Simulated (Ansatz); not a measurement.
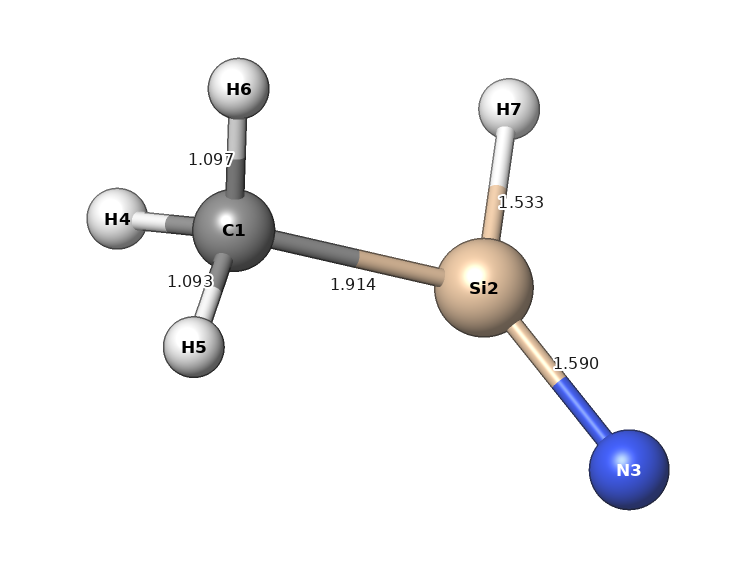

Bond lengths are marked in Å; every bond is drawn as one stick. Charge −1, singlet. The geometry was computed by an optimisation with PBE0-D4/def2-TZVPD. No frequency run is at hand to confirm it as a minimum.

**Which of the marked bonds are single, double, triple or aromatic?**

C1–Si2 single; C1–H5 single; C1–H6 single; Si2–N3 double; Si2–H7 single. This is one Lewis structure.

**Give the structure as SMILES.**

C[SiH]=[N-]
